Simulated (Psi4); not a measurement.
**AlHSCl (SMILES [SH][Al][Cl]): UHSE03/6-311G(2df,2pd)**

What is the vertical doublet–quartet gap of AlHSCl at UHSE03/6-311G(2df,2pd)? 

Program for the calculation: Psi4 1.11.

1 further run of the same task is left out (it didn't finish).

**1. The system as given**

AlHSCl has 4 atoms, charge 0, and is taken as a doublet. SMILES: `[SH][Al][Cl]`. The coordinates come from a PBE0-D4/def2-TZVP relaxation.

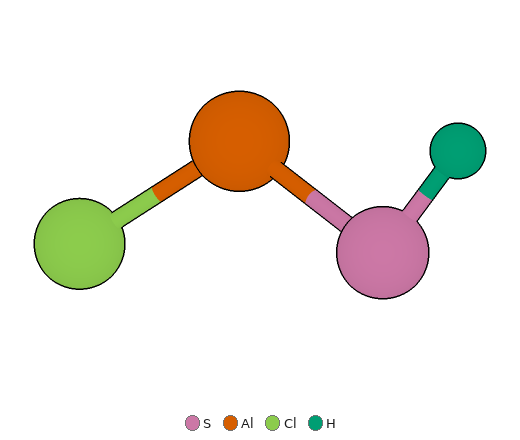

The structure, seen from a chosen angle (sulfur pink, aluminium orange, chlorine green, hydrogen teal).

**2. Energy and forces at UHSE03/6-311G(2df,2pd)**

Input file run.py:

```python
import psi4

psi4.set_memory('1600 MB')
psi4.set_num_threads(1)
psi4.core.set_output_file('run.log', False)

mol = psi4.geometry("""
0 2
S      0.439800     0.984900    -0.744700
Al    -0.394100    -0.525900     0.609100
Cl     0.226200    -2.507400     0.251000
H     -0.216400     1.988100    -0.135600
units angstrom
""")

psi4.set_options({
    'basis': '6-311G(2df,2pd)',
    'reference': 'uks',
    'scf_type': 'pk',
})

e = psi4.gradient("hse03", molecule=mol)
print('gradient / Eh bohr^-1')
print(e.np.round(6))
```

Run with:

```console
$ python run.py
```

run.log, cut to the lines that bear on the results:

```text
[...]
  Running in c1 symmetry.
[...]
  Nuclear repulsion =  156.154884339548801
[...]
  Multiplicity = 2
[...]
  Nalpha       = 24
  Nbeta        = 23
[...]
    Number of basis functions: 128
[...]
   @UKS iter   1: -1101.57771863708126   -2.03954e-01   4.49659e-03 ADIIS/DIIS
[...]
   @UKS iter  13: -1101.69943373194064   -1.59162e-12   4.07823e-09 DIIS
[...]
   @S^2 Observed:                7.527335244E-01
[...]
    Orbital Energies [Eh]
    ---------------------
    Alpha Occupied:
       1A   -101.718650     2A    -89.026420     3A    -56.202619
       4A     -9.523243     5A     -8.005121     6A     -7.254530
       7A     -7.250962     8A     -7.250660     9A     -5.939870
      10A     -5.938080    11A     -5.933959    12A     -4.224339
      13A     -2.756291    14A     -2.754713    15A     -2.751865
      16A     -0.833558    17A     -0.750097    18A     -0.451735
      19A     -0.415074    20A     -0.360187    21A     -0.348939
      22A     -0.344726    23A     -0.291258    24A     -0.230874
    Alpha Virtual:
      25A     -0.084924    26A     -0.013372    27A     -0.011087
[...]
  @UKS Final Energy: -1101.69943373194064
   => Energetics <=
    Nuclear Repulsion Energy =            156.1548843395488007
    One-Electron Energy =               -1834.7833456320117875
    Two-Electron Energy =                 633.0181314905250929
    DFT Exchange-Correlation Energy =     -56.0891039300028424
    Empirical Dispersion Energy =           0.0000000000000000
    VV10 Nonlocal Energy =                  0.0000000000000000
    Total Energy =                      -1101.6994337319408714
[...]
 Multipole Moments:
 ------------------------------------------------------------------------------------
     Multipole            Electronic (a.u.)      Nuclear  (a.u.)        Total (a.u.)
 ------------------------------------------------------------------------------------
 L = 1.  Multiply by 2.5417464519 to convert [e a0] to [Debye]
 Dipole X            :         -0.5419929            0.0701244           -0.4718686
 Dipole Y            :         -3.4444952            4.0397278            0.5952325
 Dipole Z            :          1.3930601           -0.9297211            0.4633390
 Magnitude           :                                                    0.8897442
[...]
  -Total Gradient:
     Atom            X                  Y                   Z
    ------   -----------------  -----------------  -----------------
       1        0.000752089547    -0.000808934403    -0.000775072792
       2        0.000087867865    -0.000490805440    -0.000014595960
       3       -0.000227058788     0.000534710420     0.000177026236
       4       -0.000678607244     0.000783196641     0.000691177163
[...]
```

The script printed:

```text
gradient / Eh bohr^-1
[[ 7.52e-04 -8.09e-04 -7.75e-04]
 [ 8.80e-05 -4.91e-04 -1.50e-05]
 [-2.27e-04  5.35e-04  1.77e-04]
 [-6.79e-04  7.83e-04  6.91e-04]]
```

Run time: 78 s. Hardware: 1 thread of Intel Xeon Platinum 8259CL at 2.50GHz (Skylake/Cascade Lake), shared host; peak memory 1.1 GiB.

**3. The quartet, same level**

Input file alclhs.sdf:

```

     RDKit          3D

  4  3  0  0  0  0  0  0  0  0999 V2000
    0.4398    0.9849   -0.7447 S   0  0  0  0  0  0  0  0  0  0  0  0
   -0.3941   -0.5259    0.6091 Al  0  0  0  0  0  2  0  0  0  0  0  0
    0.2262   -2.5074    0.2510 Cl  0  0  0  0  0  0  0  0  0  0  0  0
   -0.2164    1.9881   -0.1356 H   0  0  0  0  0  0  0  0  0  0  0  0
  2  1  1  0
  3  2  1  0
  4  1  1  0
M  RAD  1   2   2
M  END
$$$$
```

Input file job.py:

```python
import psi4
from rdkit import Chem

psi4.set_memory('1600 MB')
psi4.set_num_threads(1)
psi4.set_output_file('alclhs.out', False)

rd = Chem.SDMolSupplier('alclhs.sdf', removeHs=False, sanitize=False)[0]
xyz = rd.GetConformer().GetPositions()
atoms = '\n'.join(f'{a.GetSymbol()} {x:.4f} {y:.4f} {z:.4f}' for a, (x, y, z) in zip(rd.GetAtoms(), xyz))
m = psi4.geometry('0 4\n' + atoms + '')

psi4.set_options({
    'basis': '6-311G(2df,2pd)',
    'reference': 'uks',
    'scf_type': 'pk',
})

e_tot = psi4.gradient("HSE03", molecule=m)
print('gradient / Eh bohr^-1')
print(e_tot.np.round(6))
```

Run with:

```console
$ python job.py
```

alclhs.out, cut to the lines that bear on the results:

```text
[...]
  Running in c1 symmetry.
[...]
  Nuclear repulsion =  156.154884339548801
[...]
  Multiplicity = 4
[...]
  Nalpha       = 25
  Nbeta        = 22
[...]
    Number of basis functions: 128
[...]
   @UKS iter   1: -1101.42660932868080   -5.28450e-02   3.92766e-03 DIIS/ADIIS
[...]
   @UKS iter  14: -1101.52286670714716   -4.50200e-11   3.08921e-09 DIIS
[...]
   @S^2 Observed:                3.756894935E+00
[...]
  @UKS Final Energy: -1101.52286670714716
   => Energetics <=
    Nuclear Repulsion Energy =            156.1548843395488007
    One-Electron Energy =               -1833.8134087055195778
    Two-Electron Energy =                 632.2100563002950366
    DFT Exchange-Correlation Energy =     -56.0743986414713120
    Empirical Dispersion Energy =           0.0000000000000000
    VV10 Nonlocal Energy =                  0.0000000000000000
    Total Energy =                      -1101.5228667071471591
[...]
 Multipole Moments:
 ------------------------------------------------------------------------------------
     Multipole            Electronic (a.u.)      Nuclear  (a.u.)        Total (a.u.)
 ------------------------------------------------------------------------------------
 L = 1.  Multiply by 2.5417464519 to convert [e a0] to [Debye]
 Dipole X            :          0.1863731            0.0701244            0.2564975
 Dipole Y            :         -2.0860791            4.0397278            1.9536486
 Dipole Z            :          0.2027500           -0.9297211           -0.7269711
 Magnitude           :                                                    2.1002430
[...]
  -Total Gradient:
     Atom            X                  Y                   Z
    ------   -----------------  -----------------  -----------------
       1       -0.023545715141    -0.033518711330     0.036324160200
       2        0.029398418457     0.025953551425    -0.042009621997
       3       -0.006166646371     0.008581915187     0.005876009380
       4        0.000258087042    -0.001002047597    -0.000123566981
[...]
```

On the terminal:

```text
gradient / Eh bohr^-1
[[-0.023546 -0.033519  0.036324]
 [ 0.029398  0.025954 -0.04201 ]
 [-0.006167  0.008582  0.005876]
 [ 0.000258 -0.001002 -0.000124]]
```

It took 80 s on 1 thread of Intel Xeon Platinum 8259CL at 2.50GHz (Skylake/Cascade Lake), shared host; peak memory 1.1 GiB.

**4. Outcome**

At UHSE03/6-311G(2df,2pd):

| quantity | value |
| --- | --- |
| doublet: total energy | -1101.69943 Eh |
| doublet: dipole moment | 2.26 D |
| doublet: HOMO energy (highest over α and β) | -6.28 eV |
| doublet: LUMO energy (lowest over α and β) | -3.70 eV |
| doublet: ⟨S²⟩ | 0.753 |
| doublet: largest force on an atom | 0.069 eV/Å |
| quartet: total energy | -1101.52287 Eh |
| quartet: dipole moment | 5.34 D |
| quartet: HOMO energy (highest over α and β) | -3.33 eV |
| quartet: ⟨S²⟩ | 3.757 |
| quartet: largest force on an atom | 2.955 eV/Å |
| vertical energy of the quartet above the doublet | 4.805 eV |

In words: At this shape the quartet lies 4.80 eV (111 kcal/mol) above the doublet.
